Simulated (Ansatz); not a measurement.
Take InSe in the beta-GaS type structure (space group P6_3/mmc, No. 194; a = 4.032 Å, c = 16.763 Å; layered, stacked along the Cartesian z axis) as the base.

Structures relaxed with Ansatz (a first-principles code), PBE-D3(BJ), PAW, cutoff 420 eV, scalar-relativistic without spin-orbit coupling, earlier PAW set.

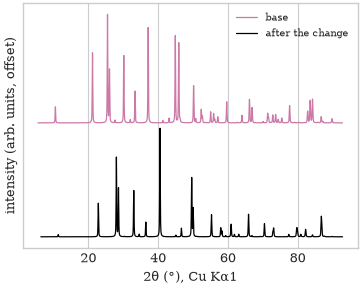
Figure: Simulated powder patterns before (top) and after one change

Question: Which of these changes matches the shifts?
A) pressure 2.1 GPa
B) pressure 30 GPa
C) pressure 15 GPa
D) pressure 0.9 GPa

Answer: C, pressure 15 GPa. Its volume per atom is 22.70 Å³ against 29.50 Å³, and its space group is P6_3/mmc (No. 194).

A case with no gap was solved on a k-mesh chosen for an insulator, which is coarse for it. Load acts through the strain it causes; cell and atoms are relaxed under it. No phonon test of stability was made. No other phases were tried under pressure. All final runs are without spin polarisation.
